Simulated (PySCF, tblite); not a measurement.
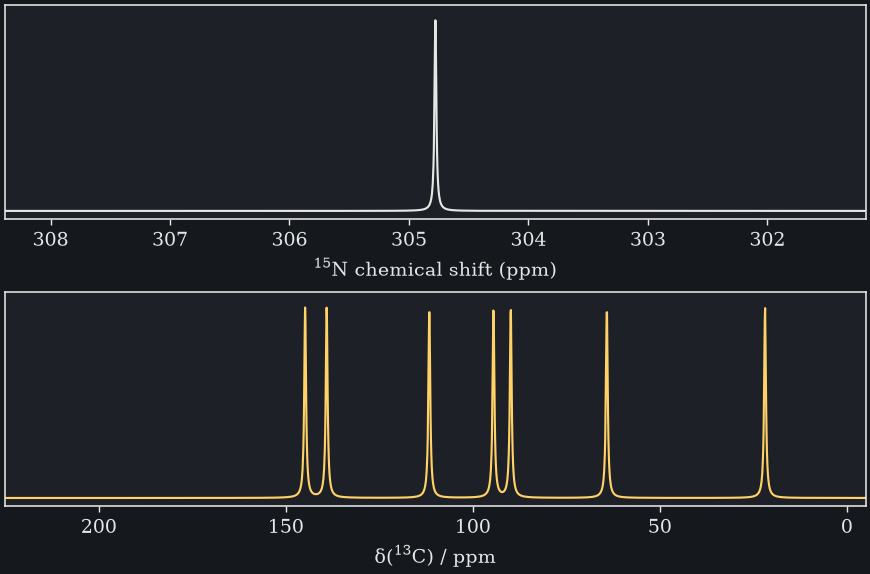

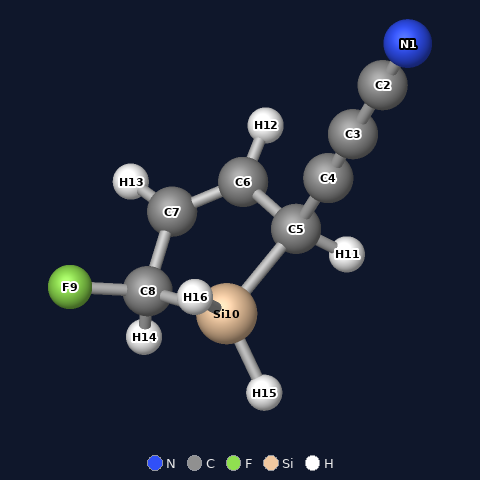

Spectrum and numbered structure of C₇H₆FNSi, SMILES N#CC#C[C@@H]1C=C[C@H](F)[SiH2]1. GIAO shifts, PBE0/pcSseg-1 in PySCF 2.14.0, at a GFN2-xTB geometry (a minimum by its frequencies), against NH₃ for ¹⁵N and TMS for ¹³C computed at the same level (¹⁵N: a single molecule, while the usual scales start at liquid NH₃ or nitromethane; multiply bonded nitrogen can come out tens of ppm too deshielded). Gas phase, fully decoupled, line heights follow the number of nuclei, widths are arbitrary (no quadrupolar broadening); values of one conformer, averaged over methyl-type rotors and exact or near symmetry.

**Where does the ¹⁵N line lie?**

At 304.8 ppm (N1).

**Which atoms give which ¹³C line?**

```tsv
δ (ppm)	nuclei	atoms
144.8	1	C7
139.1	1	C6
111.6	1	C2
94.5	1	C8
89.9	1	C4
64.2	1	C3
21.9	1	C5
```

Known limits of this run: the tight-binding geometry is rougher than a DFT one and adds to the error.
